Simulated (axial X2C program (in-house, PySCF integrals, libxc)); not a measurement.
Relativistic diatomic calculation, with input and output: InB⁻

System: InB⁻, single determinant with Ω = 3/2.
Method: PBE0, two-component X2C with atomic mean-field Coulomb and Gaunt terms, In dyall-acv3z, B dyall-av3z (cores contracted) (axial X2C program (in-house, PySCF integrals, libxc)).

## Input file
```
{"zs": [49, 5], "q": -1, "bas": ["dyall-acv3z", "dyall-av3z"], "levels": ["PBE0", "HF", "TPSS"], "cc": true, "r0": 2.27, "thr": -1.0, "nmax": 90, "npts": 10, "nst": 2, "ntry": 6}
```

The line is the task of a batch: nuclear charges, charge, bases, the levels to run, a first guess of the distance and further settings. This report covers PBE0 with spin-orbit coupling. The log is that of the reference distance 2.26 Å.

Launched within a batch (the task file carries these settings):
```bash
python <driver script> task.json out
```

## The program's output
```
two-component X2C + atomic mean field  PBE0
basis functions 203  fitting functions 1063  grid points 5080
iter        total energy     max residual
   1      -5902.687652950     1.60e+00
   2      -5902.939058192     5.90e-03
   3      -5902.938164126     8.45e-03
   4      -5902.939723478     2.71e-03
   5      -5902.939815823     1.35e-03
   6      -5902.939843858     1.57e-04
   7      -5902.939844739     2.45e-05
   8      -5902.939844773     1.38e-05
   9      -5902.939844783     6.65e-06
  10      -5902.939844786     2.18e-06
  11      -5902.939844787     8.26e-07
converged
one-electron -8245.03560092  Coulomb 2452.96911919  exact exchange -40.61143064  xc functional -124.35166803  nuclear repulsion 57.36655605  atomic mean-field constant -3.27682044
```

## The points of the curve

| R (Å) | E (hartree) | dipole (D; origin at the first atom, positive when the second is positive) | highest filled (eV) | lowest empty (eV) |
| --- | --- | --- | --- | --- |
| 1.966 | −5902.921855 | −4.14 | 0.15 | 2.23 |
| 2.057 | −5902.932444 | −4.57 | 0.08 | 2.23 |
| 2.124 | −5902.936965 | −4.89 | 0.03 | 2.22 |
| 2.192 | −5902.939263 | −5.20 | −0.01 | 2.21 |
| 2.260 | −5902.939845 | −5.50 | −0.04 | 2.20 |
| 2.339 | −5902.938891 | −5.83 | 0.02 | 2.19 |
| 2.418 | −5902.936654 | −6.15 | 0.08 | 2.18 |
| 2.520 | −5902.932501 | −6.52 | 0.13 | 2.17 |
| 2.644 | −5902.926258 | −6.93 | 0.19 | 2.14 |
| 2.825 | −5902.916220 | −7.46 | 0.24 | 2.11 |

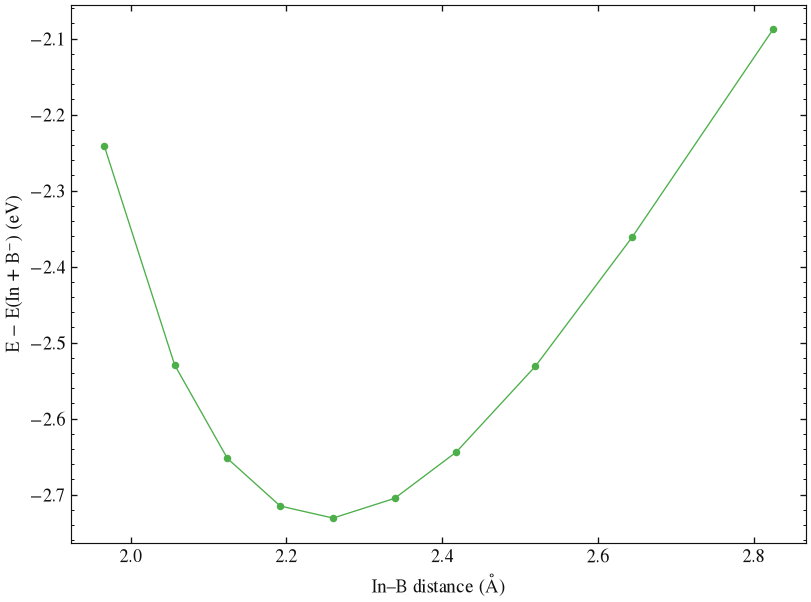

**Figure 1.** Energy at 10 bond lengths, for one set of occupations held fixed; the line joins the points. A polynomial of degree 6 through 9 points gives rₑ = 2.253 Å, ωₑ = 463.5 cm⁻¹, ωₑxₑ = 2.9 cm⁻¹ and Bₑ = 0.3305 cm⁻¹. The minimum lies 2.73 eV below In + B⁻, each computed as one determinant at the same level.

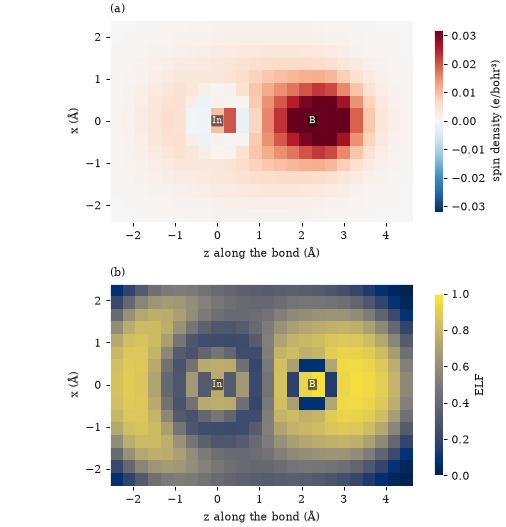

**Figure 2.** (a) spin density; (b) electron localisation function, in a plane that holds the axis, at 2.26 Å, on points 0.3 Å apart (one half computed, the other mirrored); the structure near the nuclei is finer than these points.

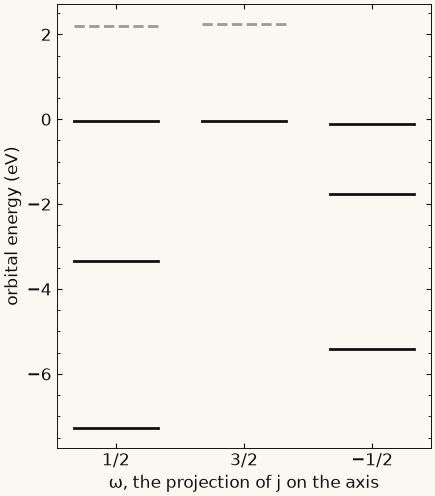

**Figure 3.** Orbital energies near the frontier at 2.26 Å, filled (solid) and empty (dashed). The highest filled spinor (3/2; 58 % B p, 34 % In p) lies at −0.04 eV, the lowest empty one (1/2; 93 % In p, 4 % B p) at 2.20 eV.

## Key numbers

- outcome: converged; a filled level lies above zero
- bond length rₑ: 2.253 Å
- ωₑ: 463.5 cm⁻¹
- energy at the minimum: −5902.93985 hartree
- depth below the fragments: 2.73 eV
- hardware: 1 thread of Arm Neoverse V2, 24 GiB of memory available, shared host
- wall time: 7.5 s
- peak memory: 0.53 GiB

## Remarks

The highest filled level (PBE0, up to 0.24 eV) lies above zero. That is common for anions, where the functional's self-interaction leaves the outer electrons unbound; only the finite basis holds them, so such levels depend on it.
